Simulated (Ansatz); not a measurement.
Molecule (SMILES): OO (H2O2).
Geometry (B3LYP-D3(BJ)/def2-TZVP, fixed):
```
O
H 1 0.9680
O 1 1.4504 2 100.54
H 3 0.9680 1 100.54 2 115.91
```
Charge 0, spin multiplicity 1.

Basis-set convergence of the dipole moment at PBE with Ansatz (a first-principles code). Dipoles come from the density behind the forces; the sign is taken along the dipole that this method gives in the largest set. Cartesian d functions, on some or all atoms, in 6-31+G*; all else is spherical. The program fits the integrals of some runs and decomposes those of others, by size. No added dispersion term, no relativity. Reference: the value in aug-cc-pVQZ, 1.620 D. Deviations are taken from unrounded values.

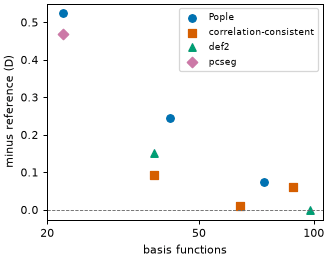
*Deviation from the reference against the number of basis functions, by family of sets.*

| basis | functions | dipole moment (D) | minus reference (D) |
|---|---|---|---|
| 6-31G | 22 | 2.143 | 0.523 |
| pcseg-0 | 22 | 2.089 | 0.469 |
| cc-pVDZ | 38 | 1.714 | 0.094 |
| def2-SVP | 38 | 1.771 | 0.151 |
| 6-31+G* | 42 | 1.864 | 0.244 |
| aug-cc-pVDZ | 64 | 1.629 | 0.009 |
| 6-311++G(2d,2p) | 74 | 1.693 | 0.073 |
| cc-pVTZ | 88 | 1.681 | 0.061 |
| def2-TZVPD | 98 | 1.620 | 0.000 |
